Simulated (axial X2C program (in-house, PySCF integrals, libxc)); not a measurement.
# Linear SiCN⁻ at several levels

How do method and spin–orbit coupling move the bonds and stretches of SiCN⁻, held linear?

The runs use an in-house X2C program for linear molecules on PySCF integrals; all-electron X2C, two-component (2c) or spin-free, Si dyall-v3z, C dyall-v3z, N dyall-av3z.

All values are calculated.

2 further runs of the same task are left out: 2 set aside as unsound or not needed.

## 1. The job

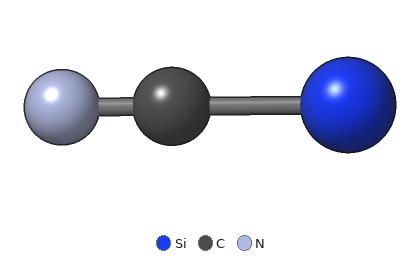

The atoms on one line, bonds 1.860 and 1.160 Å (silicon blue, carbon dark grey, nitrogen light blue).

File task.json:

```json
{"zs": [14, 6, 7], "q": -1, "bas": ["dyall-v3z", "dyall-v3z", "dyall-av3z"], "r0": [1.86, 1.16], "symm": 0, "scan": ["PBE0", "HF", "PBE"], "levels": ["PBE0", "HF", "TPSSh"], "nst": 2}
```

Keys: zs atomic numbers; q charge; bas basis sets; r0 starting distance in Å; symm equal bonds; scan levels of the two-bond scan; levels methods; nst determinants followed.

The run is started by

```bash
python solin.py task.json out
```

Masses Si 27.977, C 12.000, N 14.003 u.

## 2. Scan at PBE0, 2c

State: Ω = 1 (beyond evenly filled blocks: ω = -1/2, ω = 3/2). Energies above the lowest point, from the job's result record:

| r(Si–C) (Å) | r(C–N) (Å) | E (meV) |
| --- | --- | --- |
| 1.8301 | 1.1417 | 67.14 |
| 1.8301 | 1.1710 | 14.89 |
| 1.8301 | 1.2003 | 51.60 |
| 1.8770 | 1.1417 | 45.79 |
| 1.8770 | 1.1710 | 0.00 |
| 1.8770 | 1.2003 | 43.73 |
| 1.8770 | 1.2296 | 160.10 |
| 1.9239 | 1.1417 | 54.74 |
| 1.9239 | 1.1710 | 14.45 |
| 1.9239 | 1.2003 | 64.20 |
| 1.9708 | 1.1710 | 51.53 |
| 1.9708 | 1.2296 | 234.95 |

A quadratic surface with cubic terms in each bond gives the minimum at 1.875 and 1.171 Å, force constants 2.14, 16.7 and coupling 0.70 mdyn/Å.

## 3. Scan at HF, 2c

State: Ω = 1 (beyond evenly filled blocks: ω = -1/2, ω = 3/2). Energies above the lowest point, from the job's result record:

| r(Si–C) (Å) | r(C–N) (Å) | E (meV) |
| --- | --- | --- |
| 1.8301 | 1.1417 | 52.62 |
| 1.8301 | 1.1710 | 61.48 |
| 1.8301 | 1.2003 | 144.66 |
| 1.8770 | 1.1417 | 10.47 |
| 1.8770 | 1.1710 | 29.38 |
| 1.8770 | 1.2003 | 123.79 |
| 1.8770 | 1.2296 | 272.10 |
| 1.9239 | 1.1417 | 0.00 |
| 1.9239 | 1.1710 | 27.46 |
| 1.9239 | 1.2003 | 131.80 |
| 1.9708 | 1.1710 | 48.92 |
| 1.9708 | 1.2296 | 329.71 |

A quadratic surface with cubic terms in each bond gives the minimum at 1.918 and 1.147 Å, force constants 1.7, 17.2 and coupling 1.13 mdyn/Å.

## 4. Scan at PBE, 2c

State: Ω = 1 (beyond evenly filled blocks: ω = -1/2, ω = 3/2). Energies above the lowest point, from the job's result record:

| r(Si–C) (Å) | r(C–N) (Å) | E (meV) |
| --- | --- | --- |
| 1.8301 | 1.1417 | 118.64 |
| 1.8301 | 1.1710 | 21.36 |
| 1.8301 | 1.2003 | 12.83 |
| 1.8770 | 1.1417 | 93.44 |
| 1.8770 | 1.1710 | 2.18 |
| 1.8770 | 1.2003 | 0.00 |
| 1.8770 | 1.2296 | 70.48 |
| 1.9239 | 1.1417 | 98.44 |
| 1.9239 | 1.1710 | 12.47 |
| 1.9239 | 1.2003 | 15.88 |
| 1.9708 | 1.1710 | 45.48 |
| 1.9708 | 1.2296 | 135.30 |

A quadratic surface with cubic terms in each bond gives the minimum at 1.877 and 1.186 Å, force constants 2.13, 15 and coupling 0.65 mdyn/Å.

## 5. Comparison

| level | r(Si–C) (Å) | r(C–N) (Å) | lower stretch (cm⁻¹) | upper stretch (cm⁻¹) |
| --- | --- | --- | --- | --- |
| PBE0, 2c | 1.875 | 1.171 | 518.0 | 2087.1 |
| HF, 2c | 1.918 | 1.147 | 462.0 | 2082.2 |
| PBE, 2c | 1.877 | 1.186 | 515.8 | 1982.5 |
| PBE0, spin-free | 1.875 | 1.171 | 518.1 | 2087.1 |
| HF, spin-free | 1.917 | 1.147 | 462.3 | 2081.7 |
| PBE, spin-free | 1.877 | 1.186 | 515.9 | 1982.5 |

Scans not shown above were run alike.

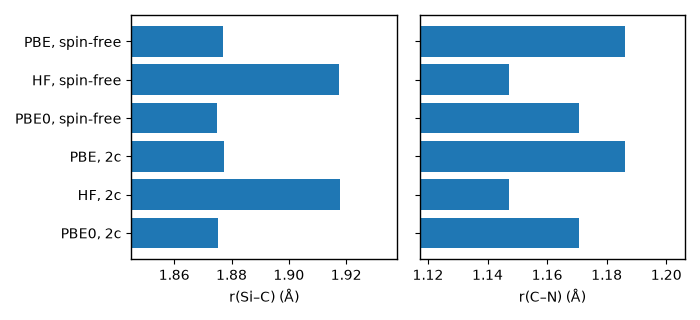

The two bond lengths by level.

What this shows: Over the levels the Si–C bond spans 1.875 to 1.918 Å and the C–N bond 1.147 to 1.186 Å. At PBE0 spin–orbit coupling leaves both bonds unchanged to 0.001 Å. Each state is one determinant, the lowest of a limited PBE0 search; the stretches come from a fit to few points and are good to some per cent at best. For an anion the highest level of a functional can be positive, and the basis then holds the extra electron. The molecule was held linear; bending was not examined, so a bent shape may lie lower. Open-shell Ω = 0 determinants with evenly filled partner blocks cannot be reached by this program, so the Ω shown need not be the lowest component. Note: several unpaired electrons, one determinant need not be a pure state.
